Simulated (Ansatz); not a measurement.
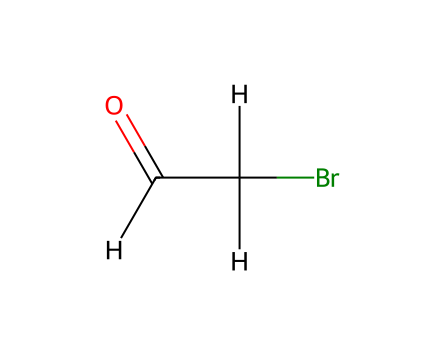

Question: Write the SMILES.

Answer: O=CCBr

Question: What is the molecular formula?

Answer: C2H3BrO.

Question: An optimisation with PBE0-D4/def2-TZVP gave a structure of which point group?

Answer: C1. Other conformers may differ.

The parts below concern this one geometry. Atoms keep their numbers from picture to picture. Computed geometry: PBE0-D4/def2-TZVP optimisation.

Geometry

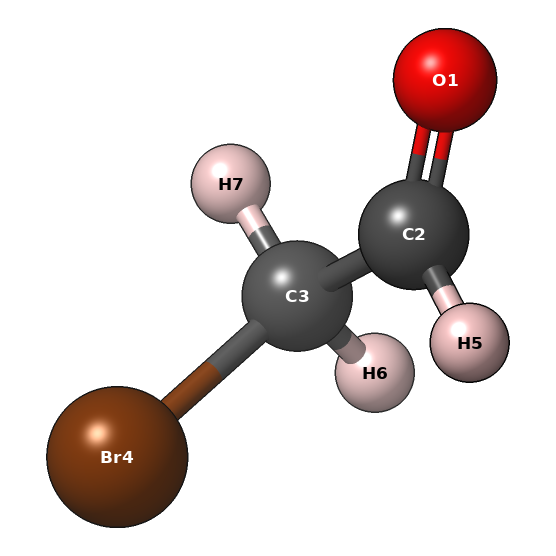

Atoms carry their numbers in the input.

Which atoms are bonded, and how long are the bonds?

```
  bond  length (Å)   order
 O1–C2       1.197  double
 C2–C3       1.503  single
 C2–H5       1.109  single
C3–Br4       1.938  single
 C3–H6       1.091  single
 C3–H7       1.087  single
```

Vibrations

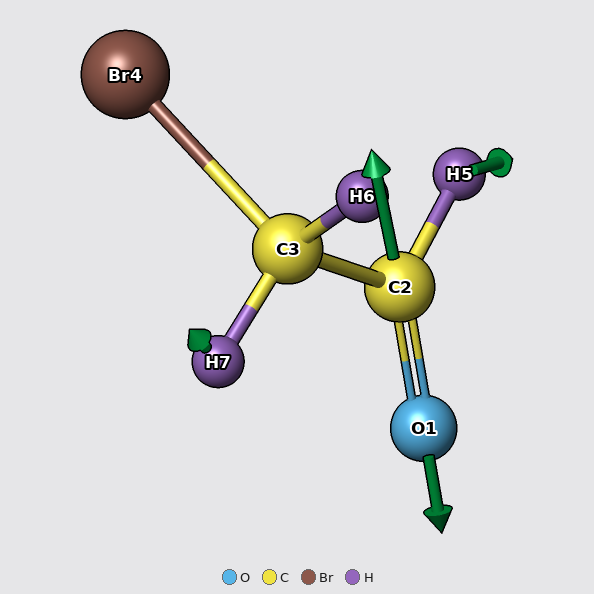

The arrows show one normal mode. Harmonic vibrations computed with RKS PBE0-D4/def2-TZVP (Ansatz 0.2.0) at a stationary point of the same level.

Question: Estimate its harmonic wavenumber.

Answer: 1844 cm⁻¹; it is mode 12 of 15 counted from the lowest.

Charges

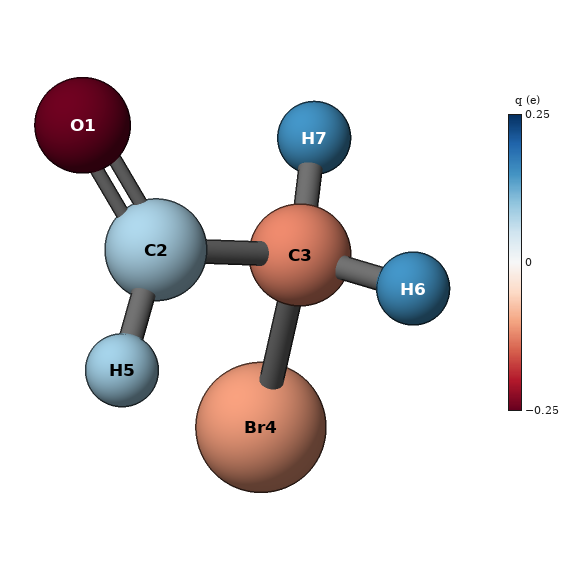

Atoms are coloured by their Mulliken charges. Properties computed with RKS PBE0-D4/def2-TZVP (Ansatz 0.2.0).

Question: Which atom carries the highest charge (most positive or least negative)?

Answer: H6, H7 (0.15 e).

Question: And the lowest?

Answer: O1 (−0.24 e).

List the Mulliken charges.

```tsv
atom	value (e)
O1	−0.24
C2	0.08
C3	−0.12
Br4	−0.11
H5	0.09
H6	0.15
H7	0.15
```

Levels of theory compared

Program: Ansatz 0.2.0.

At this fixed geometry, give HOMO–LUMO gap (eV), dipole (D), HOMO energy (eV) at these levels: B3LYP-D4/def2-TZVPP; PBE-D4/def2-TZVPP; r2SCAN-D4/def2-TZVPP; ωB97M-V/def2-TZVPP.

```json
{"level": "B3LYP-D4/def2-TZVPP", "HOMO–LUMO gap (eV)": "5.83", "dipole (D)": "1.96", "HOMO energy (eV)": "−7.68"}
{"level": "PBE-D4/def2-TZVPP", "HOMO–LUMO gap (eV)": "3.63", "dipole (D)": "1.85", "HOMO energy (eV)": "−6.34"}
{"level": "r2SCAN-D4/def2-TZVPP", "HOMO–LUMO gap (eV)": "4.16", "dipole (D)": "1.91", "HOMO energy (eV)": "−6.67"}
{"level": "ωB97M-V/def2-TZVPP", "HOMO–LUMO gap (eV)": "10.95", "dipole (D)": "1.96", "HOMO energy (eV)": "−10.26"}
```

Thermal motion

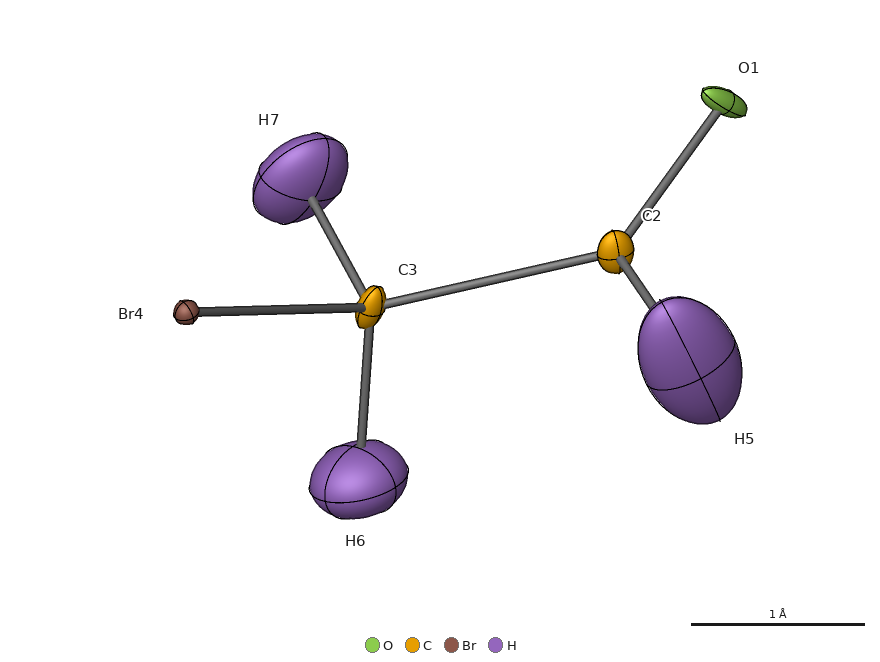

Displacement ellipsoids at the 50 % level, enlarged 1.5 times, from the internal vibrations of the free molecule (harmonic, no overall translation or rotation; no half-axis is drawn under 0.075 Å). Vibrations computed with RKS PBE0-D4/def2-TZVP (Ansatz 0.2.0). Temperature: 0 K (zero-point motion alone).

Give the displacement parameters, one line for each set of equivalent atoms.

```csv
atom,U_eq (Å²),rms amplitudes (Å)
O1,0.0029,"0.022, 0.032, 0.085"
C2,0.0024,"0.034, 0.047, 0.062"
C3,0.0023,"0.033, 0.040, 0.065"
Br4,0.00017,"0.004, 0.007, 0.021"
H5,0.0224,"0.080, 0.123, 0.214"
H6,0.0133,"0.092, 0.121, 0.130"
H7,0.0138,"0.077, 0.123, 0.143"
```

Mulliken values depend strongly on the basis set and can even reverse the polarity of a bond.
